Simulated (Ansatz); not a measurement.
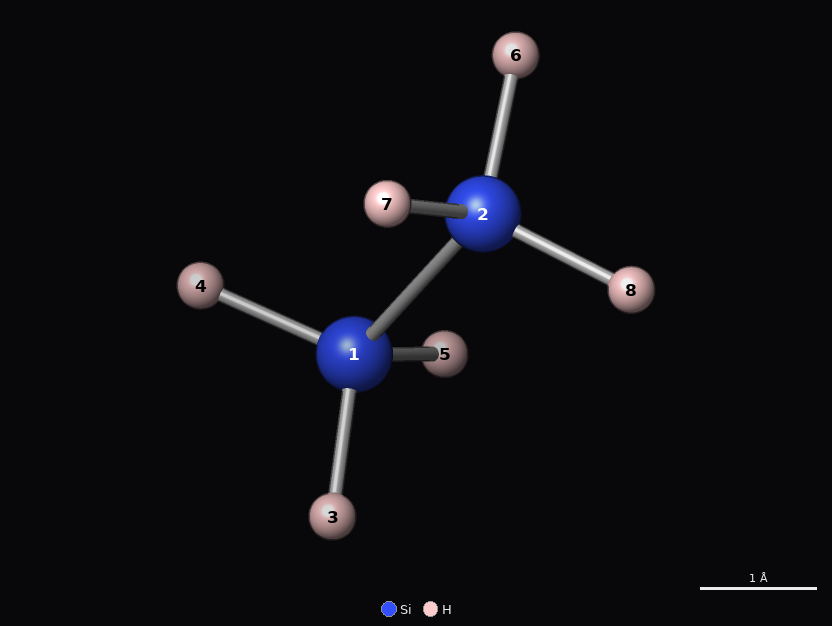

Orthographic view. Atoms fade into the background with distance from the viewer. The computed structure is the end point of a PBE0-D4/def2-TZVP optimisation.

Write a Z-matrix (Å, degrees) in the order of the atom numbers, with these reference atoms: 2 to 1; 3 to 1, 2; 4 to 1, 3, 2; 5 to 1, 3, 4; 6 to 2, 1, 3; 7 to 2, 6, 1; 8 to 2, 6, 7.

```
Si 
Si   1   2.339
H    1   1.488   2   110.3
H    1   1.488   3   108.6   2  -121.0
H    1   1.488   3   108.6   4  -118.0
H    2   1.488   1   110.3   3   175.6
H    2   1.488   6   108.6   1  -121.0
H    2   1.488   6   108.6   7  -118.0
```
